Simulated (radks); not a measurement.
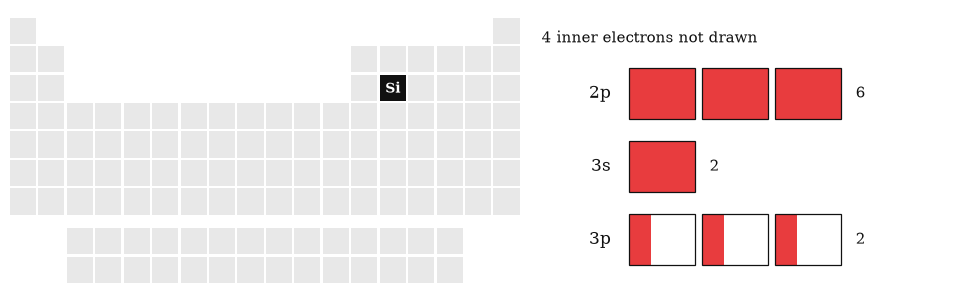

Left, the place of silicon in the periodic table; right, the outer shells as the input fills them: a box for each of the 2l + 1 orbitals, shaded by the share of the shell that is filled, with the electron count at the right.

# Run report: Si, atomic calculation

- system: the neutral silicon atom in the configuration [Ne] 3s2 3p2 (high spin).
- method: scalar-relativistic Kohn-Sham, PBE, spin-polarised, spherical densities, finite nucleus (the in-house radial solver radks)

### Key numbers

```tsv
quantity	value
outcome	converged
total energy	−289.865920 hartree
kinetic energy	290.587294 hartree
electron–nucleus energy	−692.048209 hartree
Hartree energy	132.282662 hartree
exchange–correlation energy	−20.687667 hartree
radius at density 0.001 e/bohr³	4.41 bohr
SCF iterations	19
hardware	1 thread of Arm Neoverse N1, 77 GiB of memory available, shared host
wall time	5.2 s
```

### Input
```
Z 14
configuration [Ne] 3s2 3p2
relativity scalar-relativistic
functional pbe,pbe
spin polarised
nucleus finite rms 3.1224 fm
c 137.035999084
```

Energies in input and log are in hartree, lengths in bohr (the nuclear radius in fm).

The run was one of a batch that the task file lists, launched with:
```bash
python <driver script> task.json out
```

### The program's output
```
1s      1   1.0000         -65.62406532
2s      1   1.0000          -5.11956809
2p      1   3.0000          -3.50568147
3s      1   1.0000          -0.41799475
3p      1   2.0000          -0.16981294
1s      2   1.0000         -65.61880682
2s      2   1.0000          -5.11370702
2p      2   3.0000          -3.49793331
3s      2   1.0000          -0.35624126
3p      2   0.0000          -0.10993309
Etot -289.8659199765849
Ekin 290.58729379121723
Encl -692.0482087883297
Eh 132.28266246894884
Exc -20.6876674484213
err 9.092290588757416e-10
it 19
```

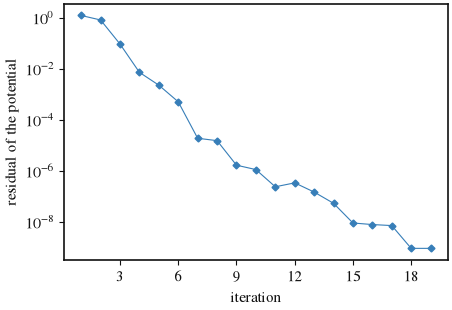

Convergence: residual of the potential against the iteration. The residual falls almost steadily, with no more than small rises or pauses. It goes from 1.2 to 9.1×10⁻¹⁰ in 19 steps.

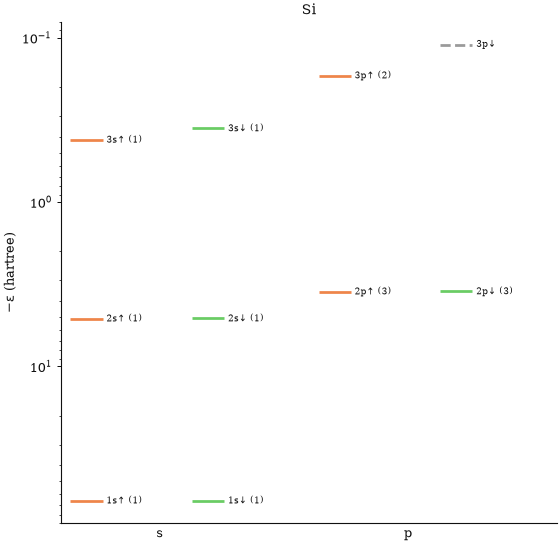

The occupied levels and a few empty ones, on a logarithmic scale of binding energy, are drawn (occupations in brackets, up spins at the left of each column and down spins at the right, empty levels dashed). The highest occupied level is 3p up at −0.170 hartree. The highest 5 occupied levels, from the top down, are 3p up (−0.170 hartree), 3s down (−0.356 hartree), 3s up (−0.418 hartree), 2p down (−3.50 hartree), 2p up (−3.51 hartree). The lowest empty level drawn is 3p down at −0.110 hartree. The largest exchange splitting (down less up) among the shells drawn in both spins is that of 3s, 0.0618 hartree.

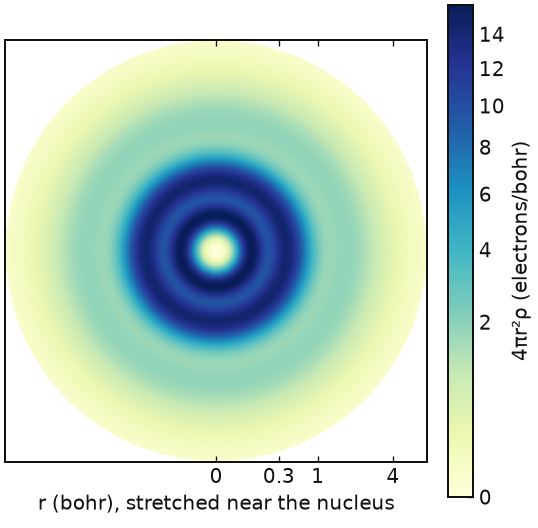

The radial density 4πr²ρ as a disc about the nucleus, with the radius drawn as r to the power 0.4. There are 3 maxima, at r = 0.0747, 0.404 and 1.85 bohr, parted by minima at 0.195 and 1.35 bohr, inside which lie 2.2 and 10.3 electrons.

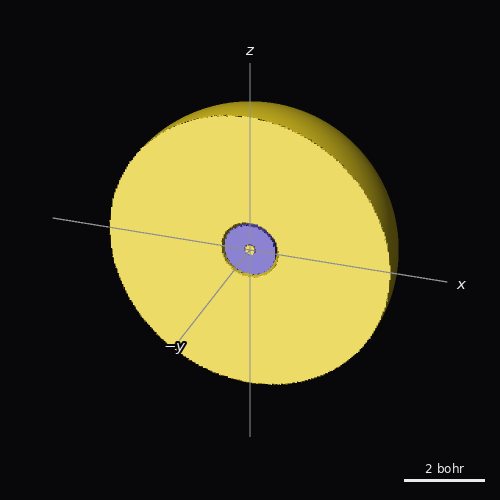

The 3s orbital of up spin. The surface of constant |ψ| that holds about 95 % of the electron is drawn, yellow where ψ is positive and blue where it is negative, with the half in front of the xz plane cut away and the cut face painted. The radial function comes from the spherical calculation and is multiplied by a real spherical harmonic; the overall sign is chosen so that the largest lobe of P(r) is positive; at the scalar-relativistic level it is the large component. It has no angular node and 2 radial nodes, at r = 0.149 and 0.720 bohr. The outermost maximum of P² lies at 1.80 bohr, ⟨r⟩ = 2.16 bohr, 90 % of the charge lies within 3.29 bohr, and the eigenvalue is −11.4 eV, with 1 electron in the shell for this spin.

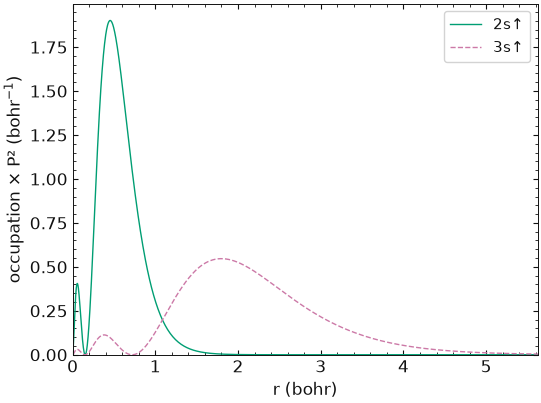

The radial probability densities P² of 2s up and 3s up, each times its occupation. 2s up: outer maximum at 0.454 bohr, ⟨r⟩ = 0.568 bohr, 1 node, eigenvalue −139.3 eV; 3s up: outer maximum at 1.80 bohr, ⟨r⟩ = 2.16 bohr, 2 nodes, eigenvalue −11.4 eV.
